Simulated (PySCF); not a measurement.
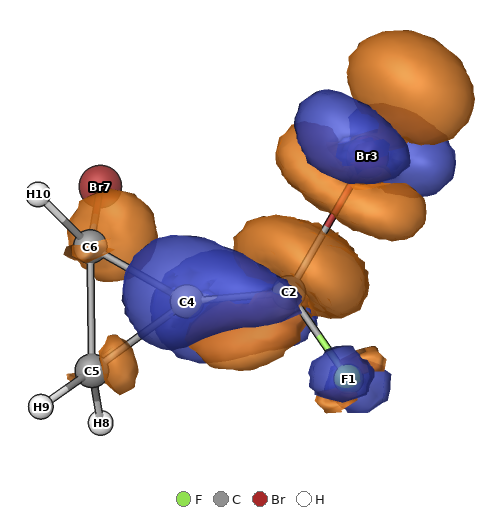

C$_{4}$H$_{3}$Br$_{2}$F, SMILES `F/C(Br)=C1\CC1Br`. Unrelaxed difference density of S₃ less the ground state (TDA singlet states), ±0.03 e/Å³; orange: gain, blue: loss.

Method: B3LYP/def2-SVP; geometry: GFN2-xTB; program: PySCF. No frequency check shows the geometry to be a minimum. GFN2-xTB bond lengths at metals and heavier atoms can be off by up to 0.1 Å and shapes distorted, which carries into these values. Without diffuse functions Rydberg states are missing, so the states' numbers hold for this basis only.

Input script:

```python
import numpy as np
from pyscf import gto, scf, dft, tdscf
from pyscf.scf import atom_ks, atom_hf
from scipy.linalg import block_diag

def solve(mol, dm0=None, hcore=None):
    mf = (dft.UKS if mol.spin else dft.RKS)(mol, xc='b3lyp')
    mf.grids.level = 3
    mf = mf.density_fit(auxbasis='def2-universal-jkfit')
    mf.conv_tol, mf.max_cycle = 1e-8, 80
    if hcore is not None:
        mf.get_hcore = lambda *args: hcore
    mf.kernel(dm0)
    if not mf.converged:
        mf = mf.newton().run(mf.mo_coeff, mf.mo_occ, max_cycle=30)
    assert mf.converged, 'SCF not converged'
    return mf

mol = gto.M(atom='''
F     -2.06146     1.74241    -0.70313
C     -1.24256     0.85633    -0.13183
Br    -2.07086    -0.83351     0.11292
C     -0.02150     1.14383     0.23560
C      1.10559     2.08623     0.29097
C      1.23669     0.67441     0.80419
Br     2.30234    -0.59398    -0.20135
H      1.59194     2.34446    -0.64034
H      1.07338     2.89667     1.00649
H      1.31645     0.47460     1.86362
''', basis='def2-svp', charge=0, spin=0, verbose=4)
mf = solve(mol)
td = mf.TDA()
td.nstates, td.singlet, td.conv_tol = 6, True, 1e-5
td.kernel()
td.analyze()
x, y = np.array([p[0] for p in td.xy]), np.array([p[1] + 0 * p[0] for p in td.xy])
f, mu = td.oscillator_strength(), td.transition_dipole()
nto = [td.get_nto(state=i + 1, verbose=4) for i in range(len(td.e))]
# spherically averaged free atoms, for the promolecule
atm = atom_ks.get_atm_nrks(mol, xc='b3lyp')
pro = block_diag(*[(atm[a[0]][2] * atm[a[0]][3]) @ atm[a[0]][2].T for a in mol._atom])
np.savez('result.npz', e=td.e, f=f, ok=td.converged, w=[n[0] for n in nto], nto=[n[1] for n in nto], x=x, y=y, c=mf.mo_coeff, occ=mf.mo_occ, eps=mf.mo_energy, pro=pro, mu=mu)
```

Command:

```sh
OMP_NUM_THREADS=1 python input.py
```

The run took 6.4 min on 1 thread of Intel(R) Xeon(R) Processor @ 2.50GHz (Skylake/Cascade Lake), on a shared host, peak memory 0.79 GiB.

How does the charge move on excitation?

Answer. 0.62 e is displaced in all, of which about 0.2 e passes between atoms: C4 (0.19 e) loses electrons and Br3 (0.10 e) and C2 (0.09 e) gain them. The state: 5.58 eV (222 nm), f = 0.033; the leading pair carries 91 %; hole on Br3 (31 %), C4 (26 %) and C2 (18 %), electron on Br3 (42 %), C2 (26 %) and Br7 (9 %); their centroids lie 0.5 Å apart; S₂ lies within 0.1 eV of it.
